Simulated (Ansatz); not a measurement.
**One shape, several levels: GeSiH6O (SMILES [SiH3][O][GeH3])**

Aim: a comparison of 6 runs (B3LYP/6-31G*, PBE/def2-SVP, r2SCAN/def2-SVP, RPA@PBE0/def2-SVP, CCSD/def2-SVP, CCSD(T)/def2-SVP) of GeSiH6O. 

The calculation is run with Ansatz 0.2.0.

75 further runs of the same task are left out: 75 set aside as unsound or not needed.

## Step 1: The molecule

GeSiH6O has 9 atoms, charge 0, and is taken as a singlet. As SMILES, `[SiH3][O][GeH3]`. One bond was lengthened or shortened from a relaxed shape.

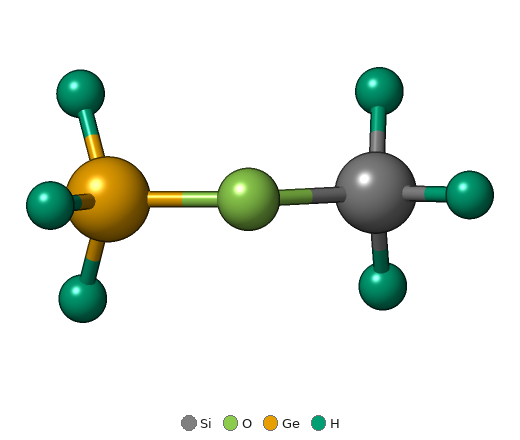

Viewed from a chosen angle; silicon grey, oxygen green, germanium amber, hydrogen teal.

## Step 2: The energy at B3LYP/6-31G(d) (Cartesian functions) (run 1)

The input, input.yaml:

```yaml
crystal:
  periodic: [false, false, false]
  atoms:
    - {symbol: Si, position_ang: [-0.878505, 1.157787, -1.008705]}
    - {symbol: O, position_ang: [0.592700, 0.201900, -0.339400]}
    - {symbol: Ge, position_ang: [0.809800, -1.049500, 0.901700]}
    - {symbol: H, position_ang: [-1.889405, 0.237887, -1.601805]}
    - {symbol: H, position_ang: [-0.387705, 2.089487, -2.054005]}
    - {symbol: H, position_ang: [-1.547505, 1.935487, 0.071995]}
    - {symbol: H, position_ang: [2.310800, -1.355600, 0.917000]}
    - {symbol: H, position_ang: [-0.018800, -2.280500, 0.498400]}
    - {symbol: H, position_ang: [0.329300, -0.484400, 2.248700]}
basis:
  gaussian:
    orbitals: "6-31G*"
total_charge: 0
magnetization:
  spin_polarized: false
  initial_magnetization: 0
hamiltonian:
  xc: {name: B3LYP}
accuracy: high
output:
  orbitals: {seedname: orbitals}
```

On the command line:

```
$ ansatz run input.yaml --threads 1 --pin off --max-ram 3480MiB --events-out events.jsonl --progress --plain --runs-dir runs
```

The program printed:

```text
Warning: RAYON_NUM_THREADS=1 ignored (pool sized by the plan → 1); use --threads N
Functional definition: B3LYP
  name "B3LYP"
  parameter a0 = 0.2
  parameter ax = 0.72
  parameter ac = 0.81
  exchange = (1 - a0 - ax)*slater_x + ax*b88_x + a0*exact_x
  correlation = (1 - ac)*vwn_rpa_c + ac*lyp_c
1696 factors; integrals over basis functions are off by at most 4.8e-9 eV
mean field evaluation 1: about -66529.4442 eV, gradient 5.5e1 eV
mean field evaluation 2: about -66499.6090 eV, gradient 1.3e2 eV
mean field evaluation 4: about -66534.5829 eV, gradient 5.7e0 eV
mean field evaluation 8: about -66534.7514 eV, gradient 1.9e-1 eV
mean field evaluation 16: about -66534.7515 eV, gradient 4.7e-6 eV
mean field -66534.75151005 eV, -2445.1070191200 hartree, gradient 3.3e-8 eV, S^2 0.000000; 0 other end points of the search recorded, 0 dependent functions left out
reference -66534.75155661 eV, -2445.1070208312 hartree; 30, 30 occupied and 51, 51 virtual orbitals, 1696 factors
Total energy: -66534.75155661 eV, -2445.1070208312 hartree
```

Run time: 4.5 s. Hardware: 1 thread of Intel Xeon 6975P-C (Granite Rapids), shared host; peak memory 0.29 GiB.

## Step 3: The energy at PBE/def2-SVP (run 2)

The input, molecule.yaml:

```yaml
crystal:
  periodic: [false, false, false]
  atoms:
    - {symbol: Si, position_ang: [-0.878505, 1.157787, -1.008705]}
    - {symbol: O, position_ang: [0.592700, 0.201900, -0.339400]}
    - {symbol: Ge, position_ang: [0.809800, -1.049500, 0.901700]}
    - {symbol: H, position_ang: [-1.889405, 0.237887, -1.601805]}
    - {symbol: H, position_ang: [-0.387705, 2.089487, -2.054005]}
    - {symbol: H, position_ang: [-1.547505, 1.935487, 0.071995]}
    - {symbol: H, position_ang: [2.310800, -1.355600, 0.917000]}
    - {symbol: H, position_ang: [-0.018800, -2.280500, 0.498400]}
    - {symbol: H, position_ang: [0.329300, -0.484400, 2.248700]}
basis:
  gaussian:
    orbitals: def2-SVP
hamiltonian:
  xc: pbe
accuracy: high
output: {orbitals: {seedname: orbitals}}
```

On the command line:

```
$ ansatz run molecule.yaml --threads 1 --pin off --max-ram 3480MiB --events-out events.jsonl --progress --plain --runs-dir runs
```

The program printed:

```text
Warning: RAYON_NUM_THREADS=1 ignored (pool sized by the plan → 1); use --threads N
Functional definition: PBE
  name "PBE"
  parameter kappa = 0.804
  parameter beta = 0.06672455060314922
  exchange = pbe_x(kappa = kappa, mu = beta*pi^2/3)
  correlation = pbe_c(beta = beta)
2005 factors; integrals over basis functions are off by at most 9.8e-9 eV
mean field evaluation 1: about -66508.6224 eV, gradient 5.8e1 eV
mean field evaluation 2: about -66450.9305 eV, gradient 1.6e2 eV
mean field evaluation 4: about -66514.4618 eV, gradient 1.1e1 eV
mean field evaluation 8: about -66514.5964 eV, gradient 3.8e-1 eV
mean field evaluation 16: about -66514.5968 eV, gradient 7.2e-6 eV
mean field -66514.59678732 eV, -2444.3663467211 hartree, gradient 5.1e-8 eV, S^2 0.000000; 0 other end points of the search recorded, 0 dependent functions left out
reference -66514.59679107 eV, -2444.3663468587 hartree; 30, 30 occupied and 64, 64 virtual orbitals, 2005 factors
Total energy: -66514.59679107 eV, -2444.3663468587 hartree
```

It took 4.2 s on 1 thread of Intel Xeon 6975P-C (Granite Rapids), shared host; peak memory 0.25 GiB.

Runs 3 to 5 aren't shown in full; the table further down has their settings and results.

## Step 4: The energy at CCSD(T)/def2-SVP (run 6)

The input, job.yaml:

```yaml
crystal:
  periodic: [false, false, false]
  atoms:
    - {symbol: Si, position_ang: [-0.878505, 1.157787, -1.008705]}
    - {symbol: O, position_ang: [0.592700, 0.201900, -0.339400]}
    - {symbol: Ge, position_ang: [0.809800, -1.049500, 0.901700]}
    - {symbol: H, position_ang: [-1.889405, 0.237887, -1.601805]}
    - {symbol: H, position_ang: [-0.387705, 2.089487, -2.054005]}
    - {symbol: H, position_ang: [-1.547505, 1.935487, 0.071995]}
    - {symbol: H, position_ang: [2.310800, -1.355600, 0.917000]}
    - {symbol: H, position_ang: [-0.018800, -2.280500, 0.498400]}
    - {symbol: H, position_ang: [0.329300, -0.484400, 2.248700]}
basis:
  gaussian:
    orbitals: def2-SVP
correlation:
  method: ccsd_t
  frozen_orbitals: {Ge: 9, H: 0, O: 1, Si: 5}
accuracy: high
scf:
  omitted_lower_state_checks: [cluster_reference, increment]
```

On the command line:

```
$ ansatz run job.yaml --threads 1 --pin off --max-ram 3480MiB --events-out events.jsonl --progress --plain --runs-dir runs
```

The program printed:

```text
Warning: RAYON_NUM_THREADS=1 ignored (pool sized by the plan → 1); use --threads N
[... 12 lines left out ...]
15 core orbitals not correlated: weight in the atoms' cores, before any rotation towards them, 1.000 or more for the frozen orbitals, at most 0.000 for the correlated occupied ones
[... 22 lines left out ...]
Total energy: -66473.05432428 eV, -2442.8396893628 hartree
Checks for a lower state left out: cluster_reference, increment
```

Wall time 15 s (1 thread of Intel Xeon 6975P-C (Granite Rapids), shared host); peak memory 0.56 GiB.

## Step 5: The series

```csv
run,level,Cartesian functions,frozen core orbitals,energy (Eh),wall time
1,B3LYP/6-31G* (Cartesian functions),yes,–,-2445.107021,4.5 s
2,PBE/def2-SVP,no,–,-2444.366347,4.2 s
3,r2SCAN/def2-SVP,no,–,-2444.857007,6.6 s
4,RPA@PBE0/def2-SVP,no,15,-2443.022349,9.6 s
5,CCSD/def2-SVP,no,15,-2442.825693,11 s
6,CCSD(T)/def2-SVP,no,15,-2442.839689,15 s
```

## Step 6: What came out

```
                                           quantity           value
                                run 6: total energy  -2442.83969 Eh
run 6: correlation energy (15 core orbitals frozen)      -574.7 mEh
                              run 6: (T) correction      -14.00 mEh
                               run 6: T1 diagnostic           0.012
```

**Reading.** Over runs 1, 2, 3 the HOMO–LUMO gap runs from 5.21 eV (PBE/def2-SVP) to 6.96 eV (B3LYP/6-31G*). The two ends differ in method and basis. Totals of different functionals can't be ranked against each other. All runs together took 51 s, the longest 15 s.
